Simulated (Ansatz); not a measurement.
ClF$_{2}$H$_{4}$NOTi

Input file:

```
crystal:
  periodic: [false, false, false]
  atoms:
    - { symbol: Ti, position_ang: [-0.109557, -0.113129, 0.104102] }
    - { symbol: "N", position_ang: [-0.126719, -0.071451, 2.098983] }
    - { symbol: H, position_ang: [-1.007261, -0.227207, 2.591297] }
    - { symbol: H, position_ang: [0.638573, -0.499101, 2.622114] }
    - { symbol: F, position_ang: [1.535464, -0.151356, -0.45222] }
    - { symbol: Cl, position_ang: [-1.447661, 1.409135, -0.72954] }
    - { symbol: F, position_ang: [-0.811885, -1.631174, -0.368723] }
    - { symbol: O, position_ang: [1.211611, 2.489142, 1.178672] }
    - { symbol: H, position_ang: [2.117885, 2.15645, 1.250316] }
    - { symbol: H, position_ang: [0.730951, 2.006991, 1.893498] }
basis:
  gaussian: { orbitals: def2-SVP }
hamiltonian:
  xc: b3lyp
  dispersion: d4
relax:
  f_tol: 0.03
  max_steps: 50
output:
  orbitals: {}
```

Command:

```sh
ansatz run input.yaml --threads 4 --pin off --max-ram 5120MiB --backend cpu --events-out ev --progress --plain --runs-dir out
```

The fields are those of the run's last geometry, not of the input's.

The calculation used RKS B3LYP-D4/def2-SVP (Ansatz 0.2.0).

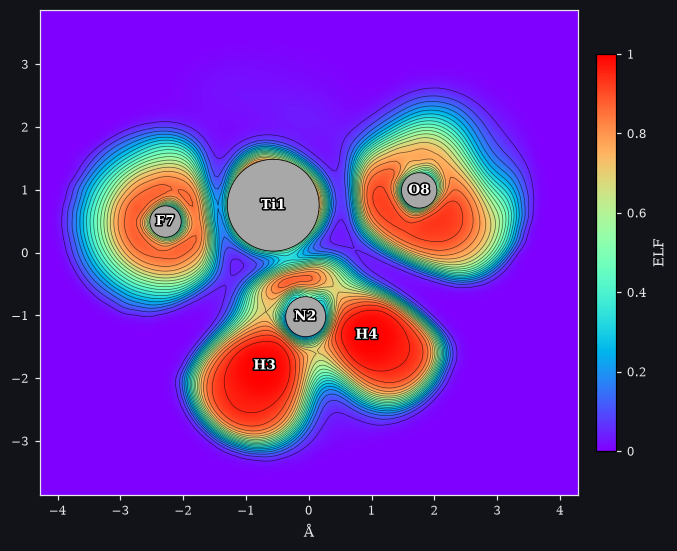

Figure 1. Electron localisation function on the plane of atoms Ti1, N2 and H3. Grey discs cover the atomic cores.

Q: Describe what can be read from this map.

A: Atoms in the plane: Ti, N, H, F and O. Ti–F (1.74 Å): the ELF peaks at about 0.85 in the valence shell of F, 0.5 Å from its nucleus, and drops to about 0.20 between the two atoms. Ti–N (1.85 Å): the ELF peaks at about 0.85 in the valence shell of N, 0.6 Å from its nucleus, and is about 0.35 at the midpoint. Ti–O (2.34 Å): the ELF peaks at about 0.90 in the valence shell of O, 0.6 Å from its nucleus, and is about 0.10 at the midpoint. N–H (1.02 Å): the ELF climbs to about 1 towards the hydrogen, as it does in any bond to H; an ordinary covalent bond to hydrogen.

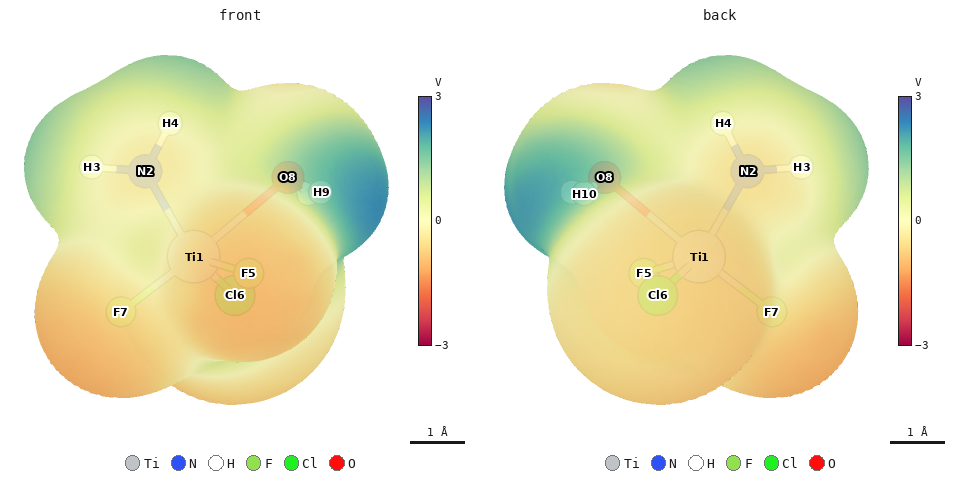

Figure 2. The molecular electrostatic potential painted on the density surface at 0.001 e/bohr³, seen from the front and from behind; the colour scale runs from red (negative) to blue (positive).

Q: Where is the surface potential most negative and most positive?

A: The most negative region (about −1.1 V) lies over F7, the most positive (about +2.3 V) over H9.

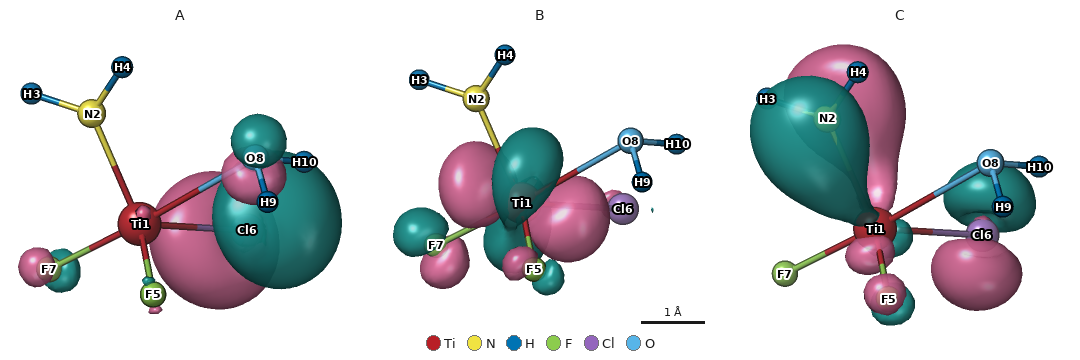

Figure 3. Three frontier orbitals at ±0.15 Å⁻³ᐟ² (teal and pink are the two phases), in no order.

Q: Order the three orbitals by energy and name them.

A: A is the HOMO−1 (−8.39 eV). It lies mainly on Cl6 (about 85 %) and O8 (about 5 %); largely a lone pair of Cl6. C is the HOMO (−7.64 eV). By Hirshfeld shares it lies mainly on N2 (about 60 %), Cl6 (about 20 %) and Ti1 (about 15 %). B is the LUMO (−2.61 eV). It lies mainly on Ti1 (about 80 %) and F7 (about 10 %).

Q: What is the HOMO–LUMO gap?

A: 5.03 eV between the orbital energies.
